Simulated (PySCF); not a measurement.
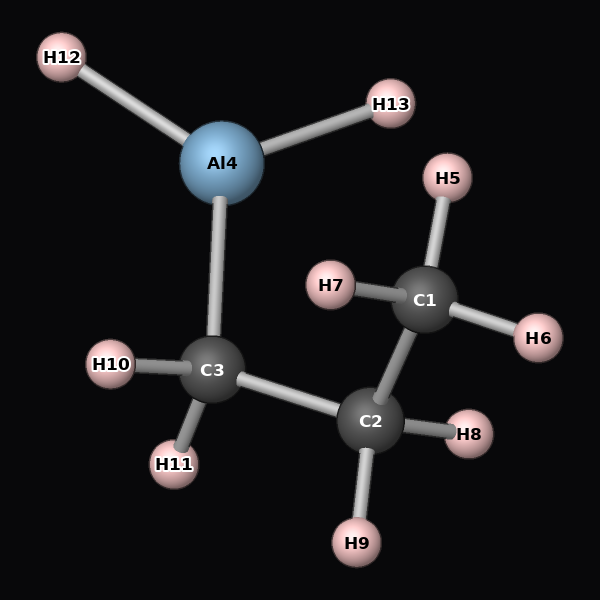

The questions are on isotropic NMR shieldings of the H atoms. The computed structure is the end point of a PBE0-D3(BJ)/def2-SVP optimisation. No frequency run is at hand to confirm it as a minimum. Properties computed with GIAO PBE/pcSseg-2 NMR shielding, non-relativistic, gas phase (PySCF 2.14.0).

Which H atom is the most shielded (lowest chemical shift)?

H11 (30.68 ppm).

Which H atom is the least shielded (highest chemical shift)?

H13 (25.42 ppm).

How wide is the range of H shifts?

5.26 ppm.

List the isotropic NMR shieldings of the H atoms.

| atom | σ (ppm) |
| --- | --- |
| H5 | 30.53 |
| H6 | 29.81 |
| H7 | 30.26 |
| H8 | 29.26 |
| H9 | 29.22 |
| H10 | 30.13 |
| H11 | 30.68 |
| H12 | 25.43 |
| H13 | 25.42 |
